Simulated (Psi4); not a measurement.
**CH7NSi (SMILES C[SiH2]N): PBE0/aug-cc-pVDZ (density fitting, sweep point 2)**

Wanted: energy and gradient of CH7NSi. Input form: a Python script.

The results are computed with Psi4 1.11.

8 further runs of the same task are left out: 8 set aside as unsound or not needed.

### Step 1. The structure to begin with

The species is CH7NSi (10 atoms), meant as a singlet with charge 0. As SMILES, `C[SiH2]N`. Geometry: relaxed at PBE0-D4/def2-TZVP. This is one conformer, not always the lowest.

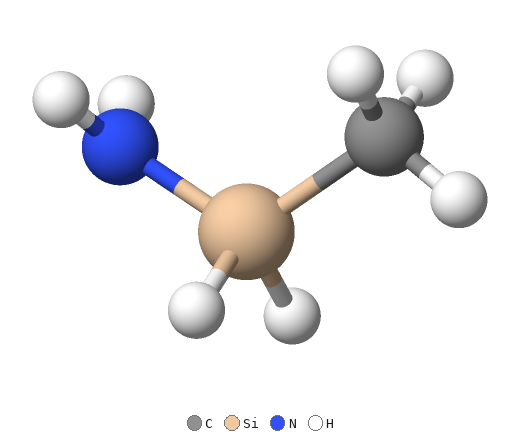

The structure, seen from a chosen angle (carbon grey, silicon light orange, nitrogen blue, hydrogen white).

### Step 2. Energy and gradient at PBE0/aug-cc-pVDZ (density fitting, sweep point 2)

calc.py

```python
import psi4

psi4.set_memory('1600 MB')
psi4.set_num_threads(1)
psi4.set_output_file('ch7nsi.out', False)

m = psi4.geometry("""
0 1
C     -1.164000     0.523700    -0.550500
Si     0.201300    -0.665200    -0.076700
N      1.478100    -0.020900     0.879700
H     -1.921800     0.016300    -1.155000
H     -0.773200     1.361000    -1.134500
H     -1.657900     0.930900     0.335700
H      0.818500    -1.192400    -1.324900
H     -0.399200    -1.784200     0.700500
H      2.165200     0.593000     0.474400
H      1.336200     0.186700     1.854400
units angstrom
symmetry c1
""")

options = {'basis': 'aug-cc-pVDZ', 'scf_type': 'df', 'guess': 'core'}
psi4.set_options(options)

energy_value, wavefunction = psi4.gradient("PBE0", molecule=m, return_wfn=True)
print('gradient / Eh bohr^-1')
print(energy_value.np.round(6))
print(f'energy = {wavefunction.energy():.10f} Eh')
```

On the command line:

```console
$ python calc.py
```

ch7nsi.out:

```text
[...]
  Running in c1 symmetry.
[...]
  Nuclear repulsion =  116.432124678707623
[...]
  Multiplicity = 1
[...]
  Nalpha       = 17
  Nbeta        = 17
[...]
    Number of basis functions: 136
[...]
   @DF-RKS iter   1:  -362.86260850605709   -3.62863e+02   3.14180e-02 ADIIS/DIIS
[...]
   @DF-RKS iter  14:  -386.35743266495058   -7.56586e-11   6.38335e-09 DIIS
[...]
    Orbital Energies [Eh]
    ---------------------
    Doubly Occupied:
       1A    -66.265796     2A    -14.370946     3A    -10.210610
       4A     -5.332229     5A     -3.667041     6A     -3.666097
       7A     -3.665276     8A     -0.870764     9A     -0.715852
      10A     -0.536631    11A     -0.503312    12A     -0.422912
      13A     -0.416482    14A     -0.390958    15A     -0.342287
      16A     -0.332302    17A     -0.263329
[...]
  @DF-RKS Final Energy:  -386.35743266495058
   => Energetics <=
    Nuclear Repulsion Energy =            116.4321246787076234
    One-Electron Energy =                -762.4449170635938344
    Two-Electron Energy =                 286.6611611812716660
    DFT Exchange-Correlation Energy =     -27.0058014613360449
    Empirical Dispersion Energy =           0.0000000000000000
    VV10 Nonlocal Energy =                  0.0000000000000000
    Total Energy =                       -386.3574326649505792
[...]
 Multipole Moments:
 ------------------------------------------------------------------------------------
     Multipole            Electronic (a.u.)      Nuclear  (a.u.)        Total (a.u.)
 ------------------------------------------------------------------------------------
 L = 1.  Multiply by 2.5417464519 to convert [e a0] to [Debye]
 Dipole X            :          1.6764372           -1.6910336           -0.0145964
 Dipole Y            :         -0.9037435            1.4384177            0.5346742
 Dipole Z            :          0.7436323           -0.5955127            0.1481196
 Magnitude           :                                                    0.5550036
[...]
  -Total Gradient:
     Atom            X                  Y                   Z
    ------   -----------------  -----------------  -----------------
       1        0.000877571293    -0.000346530461     0.000345228599
       2        0.008767574205     0.004375141702     0.006564463784
       3       -0.010494554224    -0.002000231843    -0.006910101631
       4        0.002838942642     0.001858718499     0.002250794497
       5       -0.001418723064    -0.003327488344     0.002226408843
       6        0.001918898607    -0.001663025549    -0.003309134182
       7       -0.001909987873     0.001518992739     0.003242296989
       8        0.001374051627     0.003115697540    -0.002212866295
       9       -0.002311399246    -0.002457629391     0.001190003382
      10        0.000426598879    -0.001116818644    -0.003358115895
[...]
```

The script printed:

```text
gradient / Eh bohr^-1
[[ 0.000878 -0.000347  0.000345]
 [ 0.008768  0.004375  0.006564]
 [-0.010495 -0.002    -0.00691 ]
 [ 0.002839  0.001859  0.002251]
 [-0.001419 -0.003327  0.002226]
 [ 0.001919 -0.001663 -0.003309]
 [-0.00191   0.001519  0.003242]
 [ 0.001374  0.003116 -0.002213]
 [-0.002311 -0.002458  0.00119 ]
 [ 0.000427 -0.001117 -0.003358]]
energy = -386.3574326650 Eh
```

Run time: 14 s. Hardware: 1 thread of Intel Xeon 6975P-C (Granite Rapids), shared host; peak memory 1.1 GiB.

### Step 3. Results

Level: PBE0/aug-cc-pVDZ (density fitting, sweep point 2).

| quantity | value |
| --- | --- |
| total energy | -386.35743 Eh |
| dipole moment | 1.41 D |
| HOMO energy | -7.17 eV |
| LUMO energy | -0.21 eV |
| HOMO–LUMO gap | 6.96 eV |
| largest force on an atom | 0.654 eV/Å |

**Reading.** The largest force is 0.65 eV/Å: the shape isn't a stationary point for this species at this level.
